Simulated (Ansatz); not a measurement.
**Pressure series in W2C**

The reference is W$_{2}$C (space group P-3m1, No. 164; a = 3.035 Å, c = 4.656 Å).

Cell and atoms are relaxed at each pressure.

Method: PBE-D3(BJ) (Ansatz, a program for electronic structure), no spin-orbit coupling.

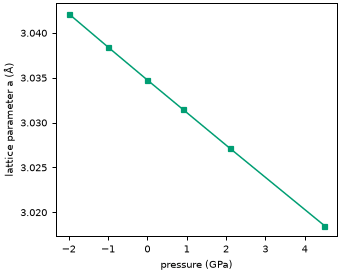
*Lattice parameter a against pressure*

```csv
pressure (GPa),lattice parameter a
-2,304.2 pm
-1,303.8 pm
0.9,303.1 pm
2.1,302.7 pm
4.5,301.9 pm
```

Load acts through the strain it causes; cell and atoms are relaxed under it. No phonon test of stability was made. The final runs are not spin-polarised.
